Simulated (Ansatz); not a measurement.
Consider LaInO3 (Pnma).

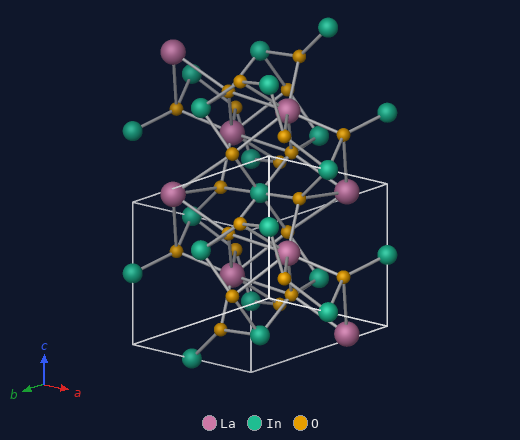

The structure (lanthanum pink, indium teal, oxygen orange). 1×1×2 cells are drawn. Some periodic images of atoms are drawn too.

The structure is orthorhombic, space group Pnma (No. 62). The conventional cell has a = 5.940 Å, b = 8.216 Å, c = 5.723 Å, α = 90.00°, β = 90.00°, γ = 90.00°. Nearest to La lie 8 O at 2.38 to 2.94 Å. In has 6 O at 2.16 to 2.17 Å nearest. Nearest to O lie 2 In at 2.17 Å and 2 La at 2.38 to 2.50 Å. O has 2 In at 2.16 to 2.17 Å and 3 La at 2.40 to 2.94 Å nearest. Farther neighbours and most contacts between anions are not listed.

```xyz
20
Lattice="5.9404 0.0000 0.0000 0.0000 8.2158 0.0000 0.0000 0.0000 5.7229" Properties=species:S:1:pos:R:3 pbc="T T T"
La    5.6219    2.0539    0.0876
La    3.2887    6.1618    2.9490
La    2.6517    2.0539    2.7739
La    0.3185    6.1618    5.6353
In    0.0000    0.0000    2.8615
In    2.9702    0.0000    0.0000
In    2.9702    4.1079    0.0000
In    0.0000    4.1079    2.8615
O     0.2636    2.0539    3.5064
O     2.7066    6.1618    0.6450
O     3.2338    2.0539    5.0779
O     5.6768    6.1618    2.2165
O     1.1765    0.4876    1.1193
O     1.7937    7.7282    3.9807
O     4.1467    3.6203    1.7422
O     4.7639    4.5955    4.6036
O     4.7639    7.7282    4.6036
O     4.1467    0.4876    1.7422
O     1.7937    4.5955    3.9807
O     1.1765    3.6203    1.1193
```

Geometry: measured cell, ions relaxed with r2SCAN. The runs that relaxed it are not among those shown. Spin-orbit coupling is left out unless a run names it. PAW set soft_2, made with PBE.

Gaps computed with Ansatz 0.2.0 without a self-energy: r2SCAN 3.56 eV and PBE0 5.09 eV. The mean ε∞ by r2SCAN perturbation theory is 4.47.

Q: What gap should G0W0 on r2SCAN give (2×2×2 mesh, 940 empty bands, screening to 130 eV, default PAW files)?

About 4.53 eV: on its mesh the run moves the gap from 3.55 eV by +0.97 eV. Among the scalar-relativistic levels given, PBE0 is nearest (+0.56 eV). One-shot corrections scale roughly with one over ε∞, here 0.22. Bands and cutoff are finite, so the gap is not at the basis limit. The miss can reach some tenths of an eV and take either sign; the mesh is an error of its own. The 2×2×2 mesh is coarse for this cell (its supercell is 11 Å along the shortest edge). The RPA ε∞ on it, from the r2SCAN start, is 4.12, 4.23 and 4.34; such meshes misread the long-range screening, most where the gap is narrow. Empty 4f levels lie among the conduction bands. Their place in the start is unsure; it enters the screening, and the edge itself where they lie low. The many-body steps are scalar-relativistic: spin-orbit coupling is not in them.

[Paths, hosts, dates, memory and timing lines, banners, echoed tables and standing remarks are left out of the program output.]

[Logs are printed without paths, hosts, clocks, repeated set-up lines and the standing remarks that a program may print on its own settings, such as how far it seeks lower states.]

[Runs of the session that timed out or met a known fault of the program may be left out.]

[Cells called generated may have been cut or substituted from an entry of the Crystallography Open Database or the Materials Project.]

[Hosts, paths, dates, database ids (printed as entryN), source tags and the programs' standing remarks are cut or masked in the printed files.]
